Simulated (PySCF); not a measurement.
**C3H8N2Si: electronic excitations and core binding energies**

What electronic excitations and core binding energies should C3H8N2Si (`N[SiH](N)C1=CC1`) show?

Programs: PySCF 2.14.0, with density-fitted response routines of our own. Each step states its level of theory. These are calculated values for one molecule in the gas phase, unless marked as measured. Atoms count from 0, in the outputs and in this text.

## 1. The starting structure

14 atoms, charge 0, multiplicity 1; geometry from: GFN2-xTB.

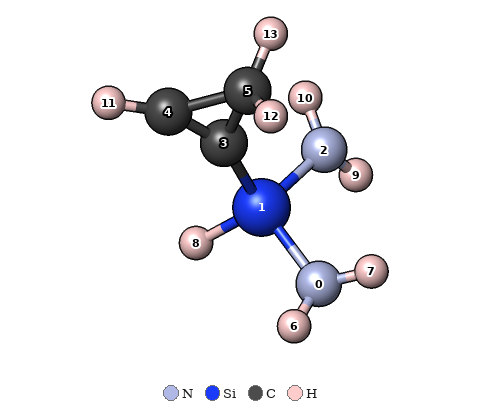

As it starts; nitrogen light blue, silicon blue, carbon dark grey, hydrogen pink, atoms numbered.

## 2. Excited states and response: wB97X-D/def2-SVPD

Job settings and geometry (Å):

```
{"job": {"kind": "uv", "xc": "wB97X-D", "basis": "def2-SVPD", "nstates": 8, "ntriplets": 3}, "charge": 0, "multiplicity": 1}
N     -1.756042    -1.265267    -0.540800
Si    -0.986916    -0.077225     0.446357
N     -1.439321     1.416119    -0.288283
C      0.878505    -0.058476     0.426955
C      2.048292    -0.177348     0.992387
C      2.096218     0.078109    -0.471920
H     -1.640084    -2.234322    -0.295426
H     -1.687291    -1.156568    -1.540323
H     -1.450675    -0.355391     1.811743
H     -2.417128     1.567002    -0.475146
H     -1.020149     2.264994     0.053262
H      2.647759    -0.332134     1.856178
H      2.349788    -0.728444    -1.153272
H      2.376367     1.058477    -0.843878
```

With the program's defaults for keys left out, this is: TDDFT wB97X-D/def2-SVPD, vertical, gas phase, core orbitals frozen in the response.

Command:

```bash
OMP_NUM_THREADS=1 python probes_run.py task.json out
```

One launch serves the whole session: the jobs run in the order shown.

Log:

```text
coarse grid: 11968 points
cycle   1  E = -517.6491887900  dE =  8.413e-01  |g| = 5.147e-01  |ddm| = 5.231e+00
cycle   2  E = -517.6664133162  dE = -1.722e-02  |g| = 4.781e-01  |ddm| = 1.751e+00
cycle   3  E = -517.7149914631  dE = -4.858e-02  |g| = 4.266e-02  |ddm| = 6.546e-01
cycle   4  E = -517.7154846996  dE = -4.932e-04  |g| = 1.982e-02  |ddm| = 1.701e-01
cycle   5  E = -517.7155855780  dE = -1.009e-04  |g| = 6.349e-03  |ddm| = 7.140e-02
cycle   6  E = -517.7155960437  dE = -1.047e-05  |g| = 2.310e-03  |ddm| = 2.676e-02
cycle   7  E = -517.7155975279  dE = -1.484e-06  |g| = 4.860e-04  |ddm| = 1.136e-02
final grid: 110512 points
cycle   8  E = -517.7822376861  dE = -6.967e-05  |g| = 7.158e-03  |ddm| = 1.359e-01
cycle   9  E = -517.7822386273  dE = -9.412e-07  |g| = 7.132e-03  |ddm| = 1.986e-02
cycle  10  E = -517.7822491297  dE = -1.050e-05  |g| = 3.758e-04  |ddm| = 1.111e-02
cycle  11  E = -517.7822491841  dE = -5.440e-08  |g| = 1.799e-04  |ddm| = 2.770e-03
cycle  12  E = -517.7822491948  dE = -1.070e-08  |g| = 3.991e-05  |ddm| = 7.352e-04
cycle  13  E = -517.7822491957  dE = -8.823e-10  |g| = 1.510e-05  |ddm| = 3.423e-04
converged SCF energy = -517.7822491957

Static polarisability (au): isotropic 75.172, principal 64.803 71.387 89.325

Singlet excitations
state   eV       nm        f      main configurations
  1   5.5594    223.0   0.00836   H-1->L 0.58, H-3->L 0.20, H->L 0.14
  2   5.9232    209.3   0.16984   H->L 0.78, H-1->L 0.13
  3   6.5001    190.7   0.01598   H-2->L 0.65, H-1->L 0.14, H-3->L 0.09
  4   6.7170    184.6   0.02142   H-3->L 0.45, H-2->L 0.15, H-4->L 0.14
  5   7.0671    175.4   0.00418   H->L+1 0.42, H-4->L 0.21, H-2->L+1 0.14
  6   7.1933    172.4   0.01980   H-2->L+1 0.42, H-1->L+1 0.19, H->L+1 0.11
  7   7.3308    169.1   0.01457   H-4->L 0.27, H->L+1 0.19, H-1->L+1 0.17
  8   7.4774    165.8   0.02206   H->L+2 0.29, H-4->L 0.19, H-1->L+1 0.16

Triplet excitations (Tamm-Dancoff, eV): 3.8766 5.1828 6.2787
```

Run time: 51 s. Hardware: 1 thread of Arm Neoverse N1, shared host; peak memory 0.82 GiB.

The orbitals next to the gap, with their largest atomic shares:

```csv
orbital,eV,atoms
HOMO−3,-10.16,"N0 27 %, C5 23 %, C3 16 %"
HOMO−2,-9.47,"N2 49 %, N0 17 %, Si1 10 %"
HOMO−1,-9.31,"C3 16 %, C5 16 %, N2 14 %"
HOMO,-8.89,"C3 26 %, C4 25 %, C5 15 %"
LUMO,1.31,"C4 32 %, C3 28 %, Si1 12 %"
LUMO+1,2.19,"Si1 38 %, H10 8 %, H9 8 %"
LUMO+2,2.90,"C4 37 %, H11 22 %, Si1 11 %"
```

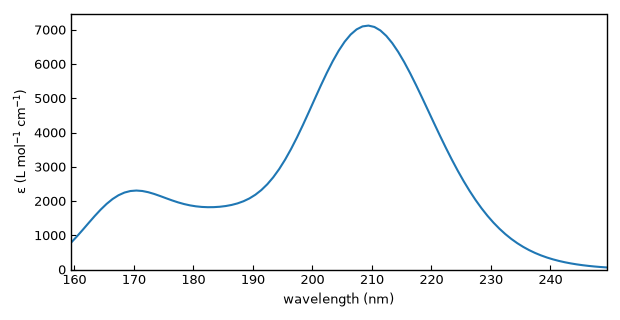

Absorption spectrum: each of the 8 states is a Gaussian band of 0.4 eV half-width at 1/e. Beyond the last state computed it falls off for lack of states.

Ground-state properties from the same run:

```csv
property,computed
dipole moment (D),0.14
polarisability (Å³),11.14
HOMO–LUMO gap (eV),10.21
−ε(HOMO) (eV),8.89
```

## 3. Core-electron binding energies: SCAN, X2C

Settings changed since step 2:

```diff
@@ -1,2 +1,2 @@
-{"job": {"kind": "uv", "xc": "wB97X-D", "basis": "def2-SVPD", "nstates": 8, "ntriplets": 3}, "charge": 0, "multiplicity": 1}
+{"job": {"kind": "xps"}, "charge": 0, "multiplicity": 1}
 N     -1.756042    -1.265267    -0.540800
```

With the program's defaults for keys left out, this is: delta-SCF UKS SCAN, pcX-2 on the ionised atom, pcseg-1 elsewhere, spin-free X2C.

Log:

```text
ground state, core basis on atom 0 (N), 159 functions
  cycle   1  E = -518.48536053  |g| = 7.29e-01
  cycle   2  E = -518.31002762  |g| = 1.12e+00
  cycle   3  E = -518.60290921  |g| = 1.35e-01
  cycle   4  E = -518.60674464  |g| = 6.86e-02
  cycle   5  E = -518.60778987  |g| = 3.00e-02
  cycle   6  E = -518.60801854  |g| = 8.62e-03
  cycle   7  E = -518.60803402  |g| = 2.58e-03
  cycle   8  E = -518.60803645  |g| = 1.31e-03
  cycle   9  E = -518.60803836  |g| = 1.95e-04
  E(ground) = -518.65150379 Eh
hole in N 1s of atom 0
  cycle   1  E = -503.04775413  |g| = 1.86e+00
  cycle   2  E = -501.23891046  |g| = 2.38e+00
  cycle   3  E = -503.54065215  |g| = 6.03e-01
  cycle   4  E = -503.67390443  |g| = 3.55e-01
  cycle   5  E = -503.72946902  |g| = 1.83e-01
  cycle   6  E = -503.74346042  |g| = 9.26e-02
  cycle   7  E = -503.74791897  |g| = 1.01e-02
  cycle   8  E = -503.74798224  |g| = 3.63e-03
  cycle   9  E = -503.74798870  |g| = 1.57e-03
  cycle  10  E = -503.74798983  |g| = 7.50e-04
  cycle  11  E = -503.74799077  |g| = 3.62e-04
  E(ion) = -503.79068608 Eh   <S^2> = 0.7640   hole on atom = 1.000   binding energy = 404.383 eV
ground state, core basis on atom 1 (Si), 170 functions
  cycle   1  E = -518.69794318  |g| = 2.89e-01
  cycle   2  E = -518.69780908  |g| = 5.57e-02
  cycle   3  E = -518.69677173  |g| = 7.71e-02
  cycle   4  E = -518.69810981  |g| = 2.79e-02
  cycle   5  E = -518.69830106  |g| = 4.55e-03
  cycle   6  E = -518.69830561  |g| = 7.51e-04
  cycle   7  E = -518.69830646  |g| = 1.07e-04
  E(ground) = -518.70173677 Eh
hole in Si 1s of atom 1
  cycle   1  E = -449.76915610  |g| = 4.35e+00
  cycle   2  E = -449.22070811  |g| = 2.43e+00
  cycle   3  E = -449.76349619  |g| = 1.30e+00
  cycle   4  E = -450.63015149  |g| = 6.02e-01
  cycle   5  E = -450.77813812  |g| = 2.89e-01
  cycle   6  E = -450.82090551  |g| = 7.31e-02
  cycle   7  E = -450.82321325  |g| = 2.93e-02
  cycle   8  E = -450.82358960  |g| = 1.04e-02
  cycle   9  E = -450.82363501  |g| = 3.82e-03
  cycle  10  E = -450.82364328  |g| = 1.23e-03
  cycle  11  E = -450.82364296  |g| = 4.68e-04
  E(ion) = -450.83535138 Eh   <S^2> = 0.7520   hole on atom = 1.000   binding energy = 1846.738 eV
hole in Si 2p of atom 1
  cycle   1  E = -514.43204065  |g| = 1.25e+00
  cycle   2  E = -513.85052041  |g| = 1.44e+00
  cycle   3  E = -514.53624342  |g| = 6.07e-01
  cycle   4  E = -514.72361160  |g| = 2.53e-01
  cycle   5  E = -514.75093284  |g| = 1.04e-01
  cycle   6  E = -514.75642995  |g| = 3.16e-02
  cycle   7  E = -514.75694588  |g| = 8.09e-03
  cycle   8  E = -514.75697050  |g| = 4.51e-03
  cycle   9  E = -514.75697976  |g| = 9.56e-04
  cycle  10  E = -514.75697924  |g| = 3.86e-04
  E(ion) = -514.77129490 Eh   <S^2> = 0.7516   hole on atom = 1.003   binding energy = 106.953 eV
  2p3/2 = 106.731 eV   2p1/2 = 107.355 eV
ground state, core basis on atom 3 (C), 159 functions
  cycle   1  E = -518.59665022  |g| = 6.28e-02
  cycle   2  E = -518.59662127  |g| = 3.10e-02
  cycle   3  E = -518.59660701  |g| = 3.17e-02
  cycle   4  E = -518.59682693  |g| = 1.07e-02
  cycle   5  E = -518.59685852  |g| = 2.45e-03
  cycle   6  E = -518.59685967  |g| = 3.68e-04
  E(ground) = -518.64215661 Eh
hole in C 1s of atom 3
  cycle   1  E = -507.35628865  |g| = 1.52e+00
  cycle   2  E = -504.87615210  |g| = 2.39e+00
  cycle   3  E = -507.54244324  |g| = 8.54e-01
  cycle   4  E = -507.84983777  |g| = 4.52e-01
  cycle   5  E = -507.92301153  |g| = 2.07e-01
  cycle   6  E = -507.94106155  |g| = 7.08e-02
  cycle   7  E = -507.94391264  |g| = 2.07e-02
  cycle   8  E = -507.94413630  |g| = 1.36e-02
  cycle   9  E = -507.94428645  |g| = 6.00e-03
  cycle  10  E = -507.94436597  |g| = 4.30e-03
  cycle  11  E = -507.94441196  |g| = 3.23e-03
  cycle  12  E = -507.94444081  |g| = 1.86e-03
  cycle  13  E = -507.94445154  |g| = 7.69e-04
  cycle  14  E = -507.94445172  |g| = 3.13e-04
  E(ion) = -507.98856343 Eh   <S^2> = 0.8370   hole on atom = 1.000   binding energy = 289.899 eV
ground state, core basis on atom 4 (C), 159 functions
  cycle   1  E = -518.59562695  |g| = 6.19e-02
  cycle   2  E = -518.59464991  |g| = 6.71e-02
  cycle   3  E = -518.59528015  |g| = 4.52e-02
  cycle   4  E = -518.59582707  |g| = 2.47e-03
  cycle   5  E = -518.59582414  |g| = 8.85e-04
  cycle   6  E = -518.59582623  |g| = 1.94e-04
  E(ground) = -518.64147391 Eh
hole in C 1s of atom 4
  cycle   1  E = -507.33933896  |g| = 1.51e+00
  cycle   2  E = -505.14994702  |g| = 2.31e+00
  cycle   3  E = -507.59090279  |g| = 7.92e-01
  cycle   4  E = -507.83890930  |g| = 4.35e-01
  cycle   5  E = -507.90707159  |g| = 2.12e-01
  cycle   6  E = -507.92521627  |g| = 7.98e-02
  cycle   7  E = -507.92868642  |g| = 2.68e-02
  cycle   8  E = -507.92902331  |g| = 1.26e-02
  cycle   9  E = -507.92913487  |g| = 5.45e-03
  cycle  10  E = -507.92917068  |g| = 2.73e-03
  cycle  11  E = -507.92918837  |g| = 1.58e-03
  cycle  12  E = -507.92919196  |g| = 8.97e-04
  cycle  13  E = -507.92919328  |g| = 3.68e-04
  E(ion) = -507.97352207 Eh   <S^2> = 0.8115   hole on atom = 1.000   binding energy = 290.290 eV
ground state, core basis on atom 5 (C), 159 functions
  cycle   1  E = -518.59487387  |g| = 5.91e-02
  cycle   2  E = -518.59449956  |g| = 4.26e-02
  cycle   3  E = -518.59439590  |g| = 4.67e-02
  cycle   4  E = -518.59497349  |g| = 8.95e-03
  cycle   5  E = -518.59499273  |g| = 7.32e-04
  cycle   6  E = -518.59499386  |g| = 2.29e-04
  E(ground) = -518.63972169 Eh
hole in C 1s of atom 5
  cycle   1  E = -507.35042081  |g| = 1.51e+00
  cycle   2  E = -506.44066022  |g| = 1.96e+00
  cycle   3  E = -507.85387179  |g| = 3.89e-01
  cycle   4  E = -507.88738862  |g| = 2.61e-01
  cycle   5  E = -507.91828507  |g| = 9.24e-02
  cycle   6  E = -507.92231875  |g| = 2.02e-02
  cycle   7  E = -507.92245910  |g| = 1.43e-02
  cycle   8  E = -507.92254983  |g| = 7.02e-03
  cycle   9  E = -507.92257904  |g| = 2.06e-03
  cycle  10  E = -507.92258387  |g| = 1.20e-03
  cycle  11  E = -507.92258564  |g| = 6.55e-04
  cycle  12  E = -507.92258655  |g| = 3.58e-04
  E(ion) = -507.96569825 Eh   <S^2> = 0.7718   hole on atom = 1.000   binding energy = 290.455 eV
```

Run time: 2.4 min. Hardware: 1 thread of Arm Neoverse N1, shared host; peak memory 0.64 GiB.

The holes in one table. −ε is the ground-state orbital energy:

```csv
hole,stands for,environment,ΔSCF (eV; 2p as the shell's mean),−ε (eV),⟨S²⟩
N1s on N0,"N0, N2","nitrogen bonded to Si, 2 H",404.38,385.3,0.764
Si1s on Si1,Si1,"silicon bonded to C, 2 N, H",1846.74,1793.5,0.752
Si2p on Si1,Si1,"silicon bonded to C, 2 N, H",106.94,96.2,0.752
C1s on C3,C3,fully substituted alkene carbon,289.90,273.5,0.837
C1s on C4,C4,alkene CH,290.29,273.9,0.812
C1s on C5,C5,three-membered-ring carbon,290.45,273.6,0.772
```

Each hole run stands for the others of its class of like atoms.

With the spin-orbit splitting: Si1 2p3/2 106.73, 2p1/2 107.36 eV. The table gives each 2p level as the mean over the whole 2p shell (two parts 2p3/2, one part 2p1/2), which differs a little from the single hole in the log.

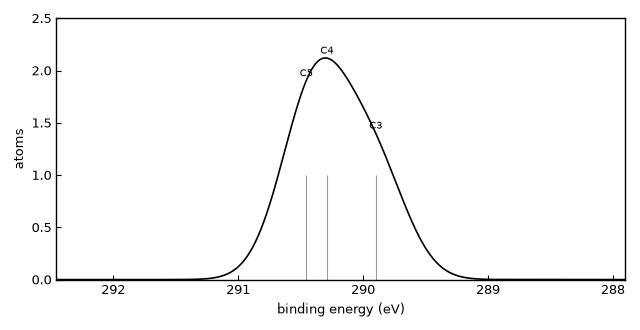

The C1s photoelectron lines, weighted by the number of atoms. Lines are broadened to a width of 0.60 eV (Gaussian).

## 4. Outcome

| quantity | value |
| --- | --- |
| lowest singlet (wB97X-D/def2-SVPD) | 5.56 eV (223 nm), f = 0.008 |
| brightest single state of those computed | state 2, 5.92 eV, f = 0.170 |
| lowest triplet | 3.88 eV |
| C1s binding energies, SCAN/pcX-2 | C5 290.45, C4 290.29, C3 289.90 eV |
| N1s binding energies, SCAN/pcX-2 | N0 404.38 eV |
| Si1s binding energies, SCAN/pcX-2 | Si1 1846.74 eV |
| Si2p binding energies, SCAN/pcX-2 | Si1 106.94 eV |

In words: The lowest singlet, at 5.56 eV, is HOMO−1→LUMO 0.58, HOMO−3→LUMO 0.20 and is weak; of the 8 states computed, the strongest absorption comes from state 2 at 5.92 eV. The lowest triplet lies 1.68 eV below the lowest singlet (triplets in Tamm-Dancoff, singlets in full TDDFT). The C1s levels kept as sound span 0.56 eV, from C3 (fully substituted alkene carbon) up to C5 (three-membered-ring carbon).
